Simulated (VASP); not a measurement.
Shape and ions are relaxed at each volume.

Energy against volume of Co (hcp). Calculation: revPBE GGA, VASP's PBE PAW potentials (set 64) (plane waves; VASP).

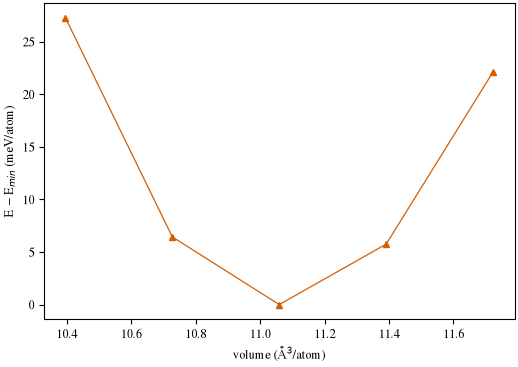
Energy against volume

Task: Estimate the equilibrium volume and the bulk modulus.

Result: The minimum lies near 11.1 Å³/atom, and the curvature gives B0 of about 200 GPa.

Measured: bulk modulus 193 GPa at 0 K (computed value off by +2.3 %), as given by Vázquez-Parga, Fernández-Martínez, Viñes, J. Chem. Theory Comput. (2023), doi:10.1021/acs.jctc.3c00612, Supporting … [zero-point energy and finite temperature contributions removed].

The compound is Co in the hcp structure. It was relaxed first.
